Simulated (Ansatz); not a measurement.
Geometry relaxation, with input and output: C3H10BN (part 1 of 2)

System: C3H10BN.
Method: RKS PBE-D4/def2-SVP (Ansatz 0.2.0).

The geometry: force-field start. Figures and captions count atoms from 1; the log counts them from 0 in places.

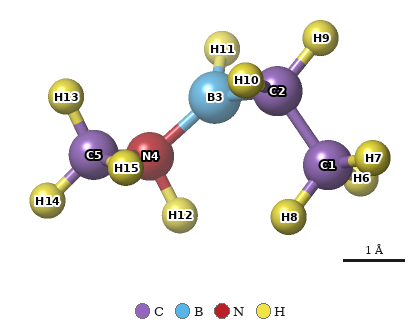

Figure 1. The starting structure (ball-and-stick view, seen at a tilt; atoms are numbered from 1 in the order of the input). Bond lengths as drawn: B–C 1.60 Å, B–H 1.21 Å, B–N 1.46 Å, C–C 1.49 Å, C–H 1.05 to 1.15 Å, C–N 1.47 Å and H–N 1.10 Å.

Key numbers:

```tsv
quantity	value
outcome	converged
total energy	−5430.1766 eV
mean-field energy	−5429.9281 eV
dispersion energy	−0.2485 eV
SCF solution under orbital rotations	stable
largest force (length of the vector) at the end	0.018 eV/Å
dipole moment	1.68 D
hardware	4 threads of Arm Neoverse V1, 23 GiB of memory available, shared host
wall time	25 s (CPU time 91 s)
peak memory	0.16 GiB
```

The input:
```yaml
crystal:
  periodic: [false, false, false]
  atoms:
    - {symbol: C, position_ang: [-0.767600, 0.253700, 1.717500]}
    - {symbol: C, position_ang: [0.514900, 0.562800, 1.016900]}
    - {symbol: B, position_ang: [0.929200, -0.654000, 0.069000]}
    - {symbol: N, position_ang: [0.177900, -1.121500, -1.097900]}
    - {symbol: C, position_ang: [-0.039000, -0.083700, -2.113600]}
    - {symbol: H, position_ang: [-0.767900, -0.621400, 2.301800]}
    - {symbol: H, position_ang: [-1.025800, 1.143000, 2.393600]}
    - {symbol: H, position_ang: [-1.594300, 0.236100, 0.950400]}
    - {symbol: H, position_ang: [1.304700, 0.736600, 1.833100]}
    - {symbol: H, position_ang: [0.448500, 1.492700, 0.433000]}
    - {symbol: H, position_ang: [1.957600, -1.225300, 0.346900]}
    - {symbol: H, position_ang: [-0.826300, -1.364900, -0.711900]}
    - {symbol: H, position_ang: [0.905500, 0.289500, -2.474500]}
    - {symbol: H, position_ang: [-0.625600, -0.466100, -2.949800]}
    - {symbol: H, position_ang: [-0.613700, 0.771800, -1.685200]}
basis:
  gaussian: {orbitals: def2-SVP}
hamiltonian: {xc: pbe, dispersion: d4}
relax: {f_tol: 0.03, max_steps: 200}
```

Run as:
```bash
ansatz run in.yaml --threads 4 --pin off --events-out ev --progress --plain --max-ram 10444MiB
```

Log:
```
Functional definition: PBE
  name "PBE"
  cite "Perdew, Burke & Ernzerhof, Phys. Rev. Lett. 77, 3865 (1996) doi:10.1103/PhysRevLett.77.3865"
  parent pbe
  parameter kappa = 0.804
  parameter beta = 0.06672455060314922
  exchange = pbe_x(kappa = kappa, mu = beta*pi^2/3)
  correlation = pbe_c(beta = beta)
1380 factors; their error is unknown
mean field evaluation 1: about -5412.8382 eV, gradient 7.8e1 eV
mean field evaluation 2: about -5364.4466 eV, gradient 1.4e2 eV
mean field evaluation 4: about -5427.8332 eV, gradient 8.9e0 eV
mean field evaluation 8: about -5428.0550 eV, gradient 2.2e-1 eV
mean field evaluation 16: about -5427.9948 eV, gradient 2.4e-4 eV
mean field -5427.99479454 eV, -199.4751294722 hartree, gradient 4.1e-5 eV, S^2 0.000000; 0 other end points of the search recorded, 0 dependent functions left out
the calculation of the forces begins
reference -5427.99483113 eV, -199.4751308171 hartree; 20, 20 occupied and 100, 100 virtual orbitals, 1380 factors
relax step   1: F+E_penalty+E_count = -5428.25814823 eV  Δ(F+E_penalty+E_count) = +0.000e0 eV  max|allowed force component| = 3.231e0 eV/Å  Δτ_max = 0.0000 Å  (28 SCF iters, accepted)
these checks for a lower state are left out or cut short: starts, cluster_reference, orbital_swaps, neighbouring_geometries, increment
1380 factors; their error is unknown
mean field -5428.32459098 eV, -199.4872492680 hartree, gradient 2.0e-5 eV, S^2 0.000000; 0 other end points of the search recorded, 0 dependent functions left out
[... from here on the field's lines of each further geometry are left out, up to the last ...]
relax step   2: F+E_penalty+E_count = -5428.58712108 eV  Δ(F+E_penalty+E_count) = -3.290e-1 eV  max|allowed force component| = 9.447e-1 eV/Å  Δτ_max = 0.1071 Å  (28 SCF iters, accepted)
relax step   3: F+E_penalty+E_count = -5428.62729282 eV  Δ(F+E_penalty+E_count) = -4.017e-2 eV  max|allowed force component| = 3.403e-1 eV/Å  Δτ_max = 0.0663 Å  (28 SCF iters, accepted)
relax step   4: F+E_penalty+E_count = -5428.67850123 eV  Δ(F+E_penalty+E_count) = -5.121e-2 eV  max|allowed force component| = 3.132e-1 eV/Å  Δτ_max = 0.1492 Å  (28 SCF iters, accepted)
relax step   5: F+E_penalty+E_count = -5428.78145081 eV  Δ(F+E_penalty+E_count) = -1.029e-1 eV  max|allowed force component| = 5.506e-1 eV/Å  Δτ_max = 0.1987 Å  (28 SCF iters, accepted)
relax step   6: F+E_penalty+E_count = -5428.90836637 eV  Δ(F+E_penalty+E_count) = -1.269e-1 eV  max|allowed force component| = 6.526e-1 eV/Å  Δτ_max = 0.1984 Å  (27 SCF iters, accepted)
relax step   7: F+E_penalty+E_count = -5429.10061620 eV  Δ(F+E_penalty+E_count) = -1.922e-1 eV  max|allowed force component| = 6.936e-1 eV/Å  Δτ_max = 0.1952 Å  (27 SCF iters, accepted)
relax step   8: F+E_penalty+E_count = -5429.32401219 eV  Δ(F+E_penalty+E_count) = -2.234e-1 eV  max|allowed force component| = 8.690e-1 eV/Å  Δτ_max = 0.1948 Å  (27 SCF iters, accepted)
relax step   9: F+E_penalty+E_count = -5429.53125609 eV  Δ(F+E_penalty+E_count) = -2.072e-1 eV  max|allowed force component| = 9.496e-1 eV/Å  Δτ_max = 0.1951 Å  (28 SCF iters, accepted)
relax step  10: F+E_penalty+E_count = -5429.70008906 eV  Δ(F+E_penalty+E_count) = -1.688e-1 eV  max|allowed force component| = 9.928e-1 eV/Å  Δτ_max = 0.1999 Å  (28 SCF iters, accepted)
relax step  11: F+E_penalty+E_count = -5429.85411976 eV  Δ(F+E_penalty+E_count) = -1.540e-1 eV  max|allowed force component| = 9.711e-1 eV/Å  Δτ_max = 0.1932 Å  (28 SCF iters, accepted)
relax step  12: F+E_penalty+E_count = -5429.99428105 eV  Δ(F+E_penalty+E_count) = -1.402e-1 eV  max|allowed force component| = 4.813e-1 eV/Å  Δτ_max = 0.1999 Å  (29 SCF iters, accepted)
relax step  13: F+E_penalty+E_count = -5430.08384092 eV  Δ(F+E_penalty+E_count) = -8.956e-2 eV  max|allowed force component| = 2.783e-1 eV/Å  Δτ_max = 0.1997 Å  (28 SCF iters, accepted)
relax step  14: F+E_penalty+E_count = -5430.14759548 eV  Δ(F+E_penalty+E_count) = -6.375e-2 eV  max|allowed force component| = 1.968e-1 eV/Å  Δτ_max = 0.1994 Å  (28 SCF iters, accepted)
relax step  15: F+E_penalty+E_count = -5430.16960981 eV  Δ(F+E_penalty+E_count) = -2.201e-2 eV  max|allowed force component| = 8.172e-2 eV/Å  Δτ_max = 0.1765 Å  (28 SCF iters, accepted)
relax step  16: F+E_penalty+E_count = -5430.16035401 eV  Δ(F+E_penalty+E_count) = +9.256e-3 eV  max|allowed force component| = 4.689e-1 eV/Å  Δτ_max = 0.1923 Å  (28 SCF iters, rejected (line search))
relax step  17: F+E_penalty+E_count = -5430.17475142 eV  Δ(F+E_penalty+E_count) = -5.142e-3 eV  max|allowed force component| = 3.770e-2 eV/Å  Δτ_max = 0.0837 Å  (28 SCF iters, accepted)
relax step  18: F+E_penalty+E_count = -5430.17565092 eV  Δ(F+E_penalty+E_count) = -8.995e-4 eV  max|allowed force component| = 1.107e-1 eV/Å  Δτ_max = 0.0976 Å  (28 SCF iters, accepted)
the calculation of the forces begins
reference -5429.92808404 eV, -199.5461765509 hartree; 20, 20 occupied and 100, 100 virtual orbitals, 1380 factors
relax step  19: F+E_penalty+E_count = -5430.17658934 eV  Δ(F+E_penalty+E_count) = -9.384e-4 eV  max|allowed force component| = 1.646e-2 eV/Å  Δτ_max = 0.0157 Å  (30 SCF iters, accepted)
1380 factors; their error is unknown
mean field evaluation 160: about -5429.9280 eV, gradient 4.4e-3 eV
```

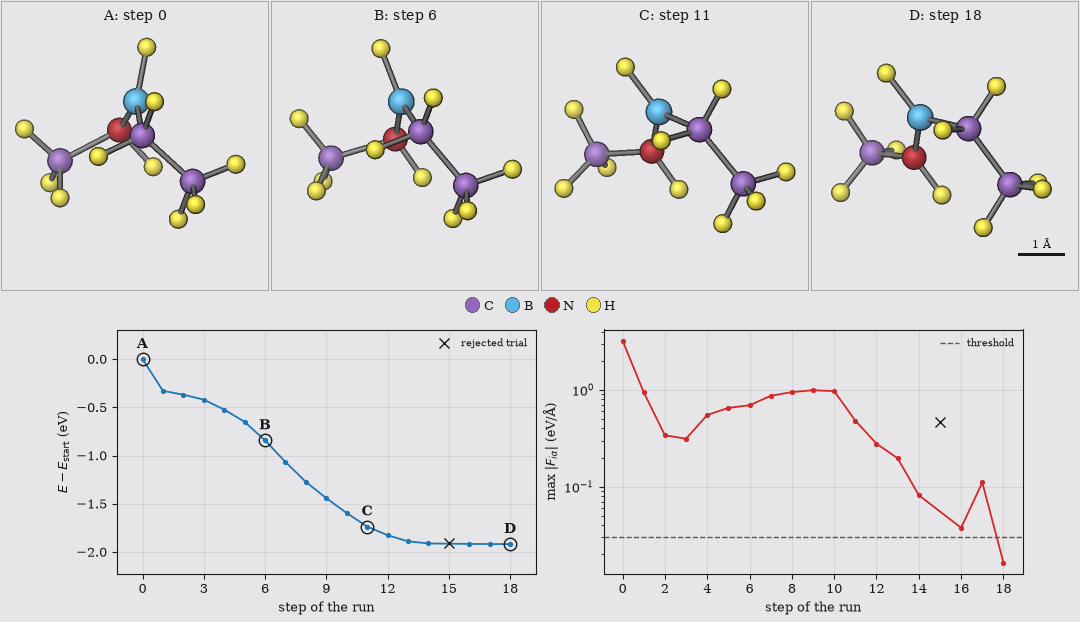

Figure 2. Frames of the relaxation (ball-and-stick view, seen at a tilt) above the curves, on which the letters mark them (the first geometry is step 0 here and step 1 in the log).

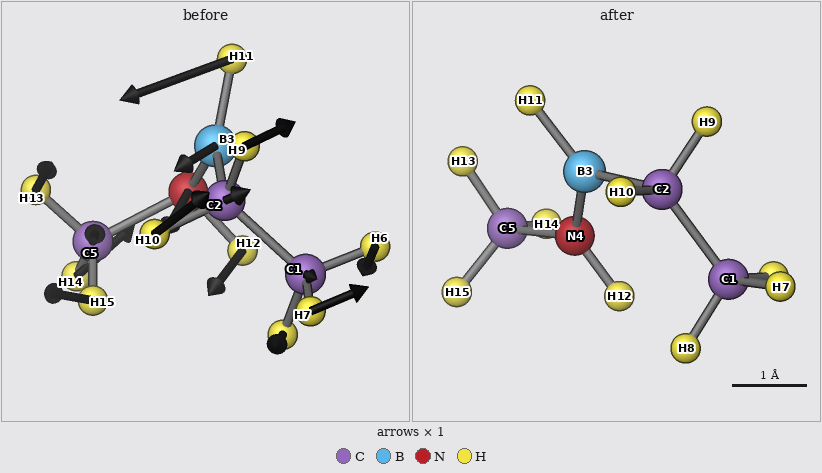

Figure 3. Before (left) and after (right) the relaxation, at one scale (ball-and-stick view, seen at a tilt). The black arrows give the displacements, at true length. The energy falls by 1.918 eV in 18 geometry steps. The largest force component goes from 3.2 to 0.016 eV/Å. The line search rejected the trial step at point 15 (counted from 0) and went back. H11 moves most after the best rigid fit: 1.71 Å. By element the largest moves are H 1.71 Å, N 0.93 Å, B 0.81 Å, C 0.56 Å. Among the contacts that change: N4–H12 1.103 → 1.025 Å, B3–N4 1.464 → 1.402 Å, C1–H6 1.052 → 1.111 Å, C1–C2 1.494 → 1.533 Å. Among the angles that change: B3–N4–C5 113.7° → 127.7°, B3–N4–H12 105.0° → 118.6°, C5–N4–H12 105.3° → 113.7°. (Atoms are counted from 1 in the order of the input.)

```
mean field -5429.92804718 eV, -199.5461751963 hartree, gradient 1.9e-5 eV, S^2 0.000000; 1 other end points of the search recorded, 0 dependent functions left out
the calculation of the forces begins
reference -5429.92808404 eV, -199.5461765509 hartree; 20, 20 occupied and 100, 100 virtual orbitals, 1380 factors
Total energy: -5430.17662620 eV, -199.5553103070 hartree
Atom 0 at    -0.875762     0.257152     1.903961 Å, force     0.006345     0.004899    -0.001611 eV/Å
Atom 1 at     0.573180     0.424902     1.433097 Å, force    -0.004191     0.009691    -0.011006 eV/Å
Atom 2 at     0.881930     0.129428    -0.093368 Å, force    -0.003418     0.016458     0.007391 eV/Å
Atom 3 at    -0.123646    -0.242082    -0.996180 Å, force    -0.013144    -0.010649    -0.007139 eV/Å
Atom 4 at     0.017302    -0.539425    -2.408440 Å, force    -0.013666     0.010038     0.005111 eV/Å
Atom 5 at    -1.237699    -0.782681     1.752083 Å, force    -0.003603     0.000627     0.002981 eV/Å
Atom 6 at    -1.004837     0.486791     2.981921 Å, force    -0.003929    -0.002862    -0.004663 eV/Å
Atom 7 at    -1.568041     0.927868     1.349979 Å, force     0.002088    -0.001246     0.003728 eV/Å
Atom 8 at     1.254992    -0.213481     2.041561 Å, force     0.003583    -0.007141     0.000184 eV/Å
Atom 9 at     0.932505     1.459173     1.646383 Å, force     0.000196    -0.004116     0.000072 eV/Å
Atom 10 at     2.019995     0.224921    -0.533350 Å, force     0.000345    -0.008326     0.002194 eV/Å
Atom 11 at    -1.086166    -0.322804    -0.652901 Å, force     0.011930    -0.004504     0.002037 eV/Å
Atom 12 at     1.080151    -0.438864    -2.698536 Å, force     0.010226     0.000554    -0.007163 eV/Å
Atom 13 at    -0.307905    -1.575157    -2.652609 Å, force     0.003311     0.001043     0.002082 eV/Å
Atom 14 at    -0.577899     0.153559    -3.044301 Å, force     0.003925    -0.004465     0.005801 eV/Å
Dipole moment:    -0.287876    -0.087511    -0.177929 e Å
```

Trajectory as extended XYZ (Å, eV, eV/Å), 19 frames, from step=1 to step=19:
```
15
Properties=species:S:1:pos:R:3:forces:R:3 step=1 energy=-5428.25815
C    -0.7676    0.2537    1.7175   -1.8821   3.2309  -0.7665
C     0.5149    0.5628    1.0169    2.0345  -0.6064   0.5479
B     0.9292   -0.6540    0.0690    0.3567   0.4736   0.3684
N     0.1779   -1.1215   -1.0979   -2.1568  -0.7517   0.6106
C    -0.0390   -0.0837   -2.1136   -0.9825   0.0771   1.1849
H    -0.7679   -0.6214    2.3018   -0.0006  -1.7772   1.0560
H    -1.0258    1.1430    2.3936    0.0103  -0.9497  -0.3693
H    -1.5943    0.2361    0.9504    0.1133  -0.3172   0.5354
H     1.3047    0.7366    1.8331   -0.4692  -0.1127  -0.9865
H     0.4485    1.4927    0.4330   -0.1484   0.3679  -0.1696
H     1.9576   -1.2253    0.3469    0.3657  -0.3522   0.0272
H    -0.8263   -1.3649   -0.7119    1.9637   0.3475  -0.7430
H     0.9055    0.2895   -2.4745    0.9036   0.3250  -0.4562
H    -0.6256   -0.4661   -2.9498   -0.1700  -0.2930  -0.5468
H    -0.6137    0.7718   -1.6852    0.0618   0.3380  -0.2924
15
Properties=species:S:1:pos:R:3:forces:R:3 step=2 energy=-5428.58712
C    -0.8028    0.2806    1.7077   -0.6790   0.9447  -0.1253
C     0.5382    0.5498    1.0263    0.8614  -0.2013   0.2060
B     0.9862   -0.6466    0.0739   -0.2206   0.0485   0.2835
N     0.1679   -1.0967   -1.0660   -0.8694  -0.0455   0.1164
C    -0.0636   -0.0645   -2.0947   -0.1724  -0.0297   0.4005
H    -0.7991   -0.6291    2.3110    0.0086  -0.5226   0.2904
H    -1.1011    1.1217    2.3896    0.1523  -0.3014  -0.1894
H    -1.6342    0.2027    0.9635    0.1834  -0.1111   0.1338
H     1.3405    0.7348    1.7898   -0.3305  -0.0053  -0.1905
H     0.4648    1.4829    0.4311   -0.0300   0.1315  -0.1318
H     2.0040   -1.2758    0.3364    0.1293   0.0345  -0.0788
H    -0.7771   -1.3464   -0.6642    0.7586   0.1358  -0.3634
H     0.9045    0.2550   -2.5143    0.1831   0.0585  -0.1445
H    -0.6615   -0.4816   -2.9242   -0.0552  -0.0620  -0.1532
H    -0.5886    0.8624   -1.7365    0.0804  -0.0747  -0.0539
15
Properties=species:S:1:pos:R:3:forces:R:3 step=3 energy=-5428.62729
C    -0.8167    0.3019    1.7146   -0.1057  -0.0552   0.0659
C     0.5535    0.5378    1.0476   -0.0665  -0.2281   0.0173
B     0.9671   -0.6702    0.1008    0.3403   0.3285  -0.2557
N     0.1544   -1.0918   -1.0628    0.0029   0.1664   0.0732
C    -0.0709   -0.0586   -2.0889    0.1256  -0.1046   0.0339
H    -0.8160   -0.6159    2.3435    0.0048   0.0594  -0.0322
H    -1.1167    1.1395    2.3751    0.0155   0.0500   0.0189
H    -1.6288    0.1797    0.9655    0.0492  -0.0050  -0.0094
H     1.3317    0.7362    1.8111   -0.0008  -0.0032   0.0661
H     0.4889    1.4632    0.4259    0.0253  -0.0588  -0.0517
H     2.0414   -1.2491    0.2885   -0.1321   0.0120   0.0120
H    -0.7635   -1.3720   -0.6958   -0.2344  -0.0923  -0.0121
H     0.9046    0.2449   -2.5293   -0.0643  -0.0180   0.0272
H    -0.6735   -0.4780   -2.9228    0.0102   0.0247   0.0324
H    -0.5772    0.8816   -1.7437    0.0300  -0.0759   0.0141
15
Properties=species:S:1:pos:R:3:forces:R:3 step=4 energy=-5428.67850
C    -0.8258    0.2973    1.7274   -0.0013  -0.0289  -0.0575
C     0.5547    0.5221    1.0752   -0.1871  -0.1576   0.3132
B     0.9801   -0.6150    0.0666   -0.1135  -0.2037   0.0551
N     0.1031   -1.0848   -1.0261    0.1177   0.1575  -0.1742
C    -0.0565   -0.0845   -2.0910    0.0682  -0.1857  -0.1438
H    -0.8269   -0.6105    2.3671   -0.0074   0.0244  -0.0023
H    -1.1374    1.1466    2.3672    0.0008   0.0332   0.0066
H    -1.6157    0.1557    0.9601   -0.0246   0.0090   0.0110
H     1.3254    0.6918    1.8550    0.0169   0.0220  -0.0118
H     0.5071    1.4649    0.4784    0.0657   0.0044  -0.0732
H     2.0801   -1.1465    0.1874    0.1437   0.1868  -0.2275
H    -0.8360   -1.3449   -0.7081   -0.1316   0.1322   0.2535
H     0.9268    0.1711   -2.5402    0.0453  -0.0190   0.0426
H    -0.6745   -0.4936   -2.9181    0.0023  -0.0118   0.0028
H    -0.5264    0.8796   -1.7715    0.0050   0.0374   0.0057
15
Properties=species:S:1:pos:R:3:forces:R:3 step=5 energy=-5428.78145
C    -0.8397    0.2929    1.7445    0.1251  -0.0071  -0.1169
C     0.5515    0.4973    1.1071   -0.3001  -0.2673   0.5506
B     0.9806   -0.5855    0.0486   -0.2119  -0.3756  -0.0717
N     0.0493   -1.0786   -0.9903    0.3379   0.2693  -0.1398
C    -0.0382   -0.1119   -2.0954    0.0437  -0.2866  -0.2605
H    -0.8483   -0.6062    2.3946   -0.0306   0.0152   0.0164
H    -1.1526    1.1554    2.3657   -0.0292   0.0130   0.0021
H    -1.6124    0.1402    0.9626   -0.0681   0.0230   0.0360
H     1.3174    0.6511    1.8962    0.0263   0.0336  -0.0531
H     0.5228    1.4489    0.5193    0.1230  -0.0074  -0.0840
H     2.1408   -1.0173    0.0492   -0.1066   0.3639  -0.3617
H    -0.9111   -1.2978   -0.7056   -0.0082   0.2750   0.4053
H     0.9579    0.0958   -2.5425    0.0707  -0.0606   0.1081
H    -0.6661   -0.5117   -2.9196    0.0011  -0.0346  -0.0176
H    -0.4738    0.8768   -1.8050    0.0270   0.0461  -0.0132
```
